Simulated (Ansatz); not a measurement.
A series of calculations on SiH$_{4}$SF$_{2}$

Part 1: Relaxation

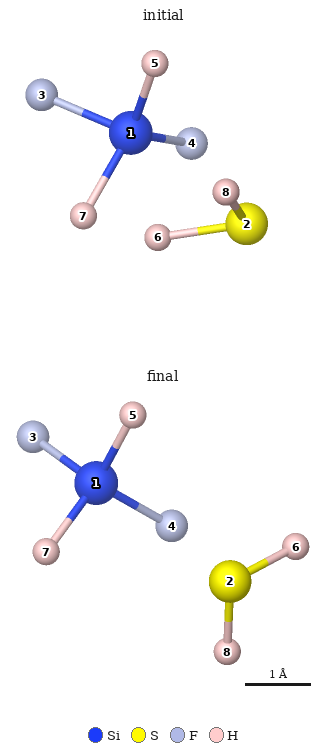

The structure of SiH4SF2 (started from a transition state, displaced along its imaginary mode) before (top) and after (bottom) a relaxation, at one scale.

The picture is a ball-and-stick view, seen from a free direction.

Method: RKS PBE0-D4/def2-TZVP in Ansatz. Set-up: force threshold 0.005 eV/Å; at most 200 steps.

Describe what moved and what it gained.

Answer. H6 moves most after the best rigid fit: 2.34 Å. By element the largest moves are H 2.34 Å, S 1.04 Å, F 0.70 Å, Si 0.57 Å. Among the contacts that change: Si1–H6 1.891 → 3.596 Å, Si1–S2 2.557 → 3.437 Å, S2–H6 1.411 → 1.342 Å, Si1–H7 1.538 → 1.473 Å. Bond angles that change, for instance: F3–Si1–H7 89.6° → 107.5°, F4–Si1–H5 118.2° → 109.5°, F3–Si1–H5 100.2° → 107.5°. Over 61 accepted moves (73 points after the start) the energy falls by 1.309 eV. Largest force component: 1.2 eV/Å at the start, 0.005 eV/Å at the end. The line search rejected the trial steps at points 10, 16, 22, 27, 41, 50, 51, 53 and more of the run. The forces were under the threshold at step 52, but the run went on from there. The run took 2 min on 4 threads of Arm Neoverse V2, with other jobs on the host.

Part 2: Relaxation

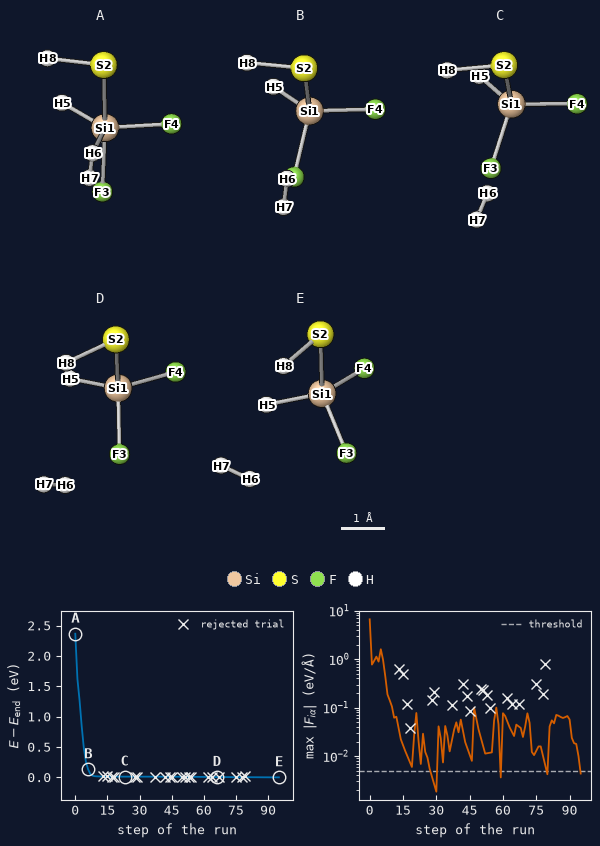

Frames of a relaxation of SiH$_{4}$SF$_{2}$ (started from a transition state, displaced along its imaginary mode), marked on the history of the run. A ball-and-stick model, seen from a free direction.

Computed with Ansatz, RKS PBE0-D4/def2-TZVP.

Input
```yaml
crystal:
  periodic: [false, false, false]
  atoms:
    - {symbol: Si, position_ang: [-0.364391, 0.267323, 0.437379]}
    - {symbol: S, position_ang: [1.677958, 0.429902, -0.509067]}
    - {symbol: F, position_ang: [-1.950518, -0.180923, 0.496345]}
    - {symbol: F, position_ang: [-0.718249, 1.766336, 0.116589]}
    - {symbol: H, position_ang: [0.010763, -0.309358, 1.690852]}
    - {symbol: H, position_ang: [-0.079702, -0.511340, -1.130355]}
    - {symbol: H, position_ang: [-0.679963, -0.733342, -1.097791]}
    - {symbol: H, position_ang: [2.104102, -0.728499, -0.003853]}
basis:
  gaussian: {orbitals: def2-TZVP}
hamiltonian: {xc: pbe0, dispersion: d4}
relax: {f_tol: 0.005, max_steps: 200}
```

Run as
```bash
ansatz run in.yaml --threads 4 --pin off --events-out ev --progress --plain --max-ram 9574MiB
```

Q: What happens along the run?

A: H7 moves most after the best rigid fit: 1.70 Å. Largest moves by element: H 1.70 Å, F 1.52 Å, S 0.66 Å, Si 0.64 Å. Near-neighbour distances that change, for instance: Si1–H7 1.859 → 3.674 Å, S2–H6 2.088 → 3.831 Å, Si1–H6 1.773 → 3.408 Å, Si1–S2 2.257 → 2.105 Å. Bonds break, among them: Si1–H6 (1.77 → 3.41 Å). Among the angles between lasting bonds that change: S2–Si1–F3 154.8° → 111.4°, F4–Si1–H5 128.5° → 109.5°, S2–Si1–H5 99.2° → 114.8°. Groups turn about Si1–S2 by about 20°. After 75 accepted moves (95 points after the start) the energy has fallen by 2.366 eV. Largest force component: 6.6 eV/Å at the start, 0.0044 eV/Å at the end. The line search rejected the trial steps at points 13, 15, 17, 18, 28, 29, 37, 42 and more of the run. The forces were under the threshold at step 30, but the run went on from there. Cost: 2.7 min on 4 threads of Arm Neoverse V2, on a shared host. From step 0 to 6: H atoms move most (1.00 Å), energy −2.234 eV. From step 6 to 23: H7 moves most (0.93 Å), energy −0.120 eV. From step 23 to 66: F3 moves most (0.79 Å), energy −0.006 eV. From step 66 to 95: H atoms move most (0.86 Å), energy −0.005 eV.

Part 3: Reaction

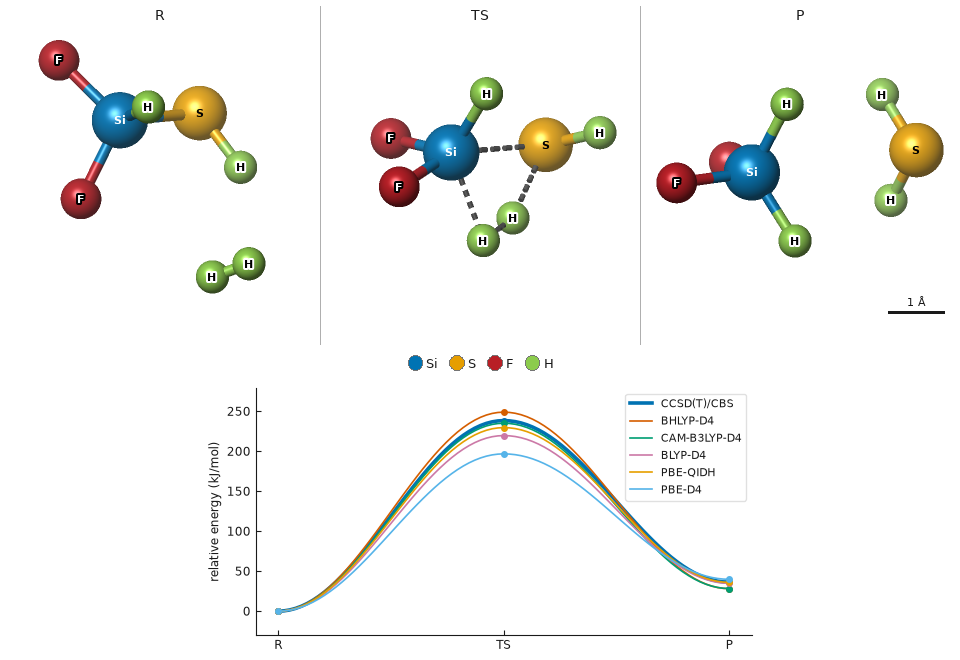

A reaction step of SiH₄SF₂, with its energy diagram. Style: ball-and-stick. Shown at a tilt. Dashed sticks mark bonds that form or break.

Stationary points at PBE0-D4/def2-TZVP, single-point energies with CCSD(T)/CBS, BHLYP-D4, CAM-B3LYP-D4, BLYP-D4, PBE-QIDH, PBE-D4 (def2-TZVPP where no basis is named; Ansatz 0.2.0). The energies are electronic, without zero-point or thermal terms, and both ends are the minima reached downhill from the saddle, with any fragments still in contact. CCSD(T)/CBS stands for a frozen-core estimate: MP2 correlation extrapolated from def2-TZVPP and def2-QZVPP, CCSD(T) minus MP2 from the smaller set.

Describe the step and its energetics.

Answer. Counted by bonded pieces, R holds H₂ + SiH₂SF₂ and P holds H₂S + SiH₂F₂. From R over the saddle to P, bonds form: H–Si (3.67 → 1.70 → 1.47 Å), H–S (3.83 → 1.75 → 1.34 Å). Bonds break: S–Si (2.11 → 2.41 → 3.44 Å), H–H (0.75 → 0.96 → 3.95 Å). The saddle has one imaginary mode, 1010i cm⁻¹. With CCSD(T)/CBS the barrier is 238.4 kJ/mol from R and 202.1 kJ/mol from P, and P lies 36.3 kJ/mol above R.

```
       level  barrier from R (kJ/mol)  barrier from P (kJ/mol)  P less R (kJ/mol)
 CCSD(T)/CBS                    238.4                    202.1               36.3
    BHLYP-D4                    249.0                    220.8               28.2
CAM-B3LYP-D4                    235.1                    206.8               28.3
     BLYP-D4                    219.6                    184.8               34.8
    PBE-QIDH                    229.6                    193.6               36.0
      PBE-D4                    196.8                    156.9               39.9
```

Against CCSD(T)/CBS, CAM-B3LYP-D4 comes closest on the barrier from R (−3.3 kJ/mol) and PBE-D4 misses most (−41.6 kJ/mol).

Limits of the set-up: the start holds two separate molecules, 2.8 Å apart at their closest, whose relative position is a soft coordinate.
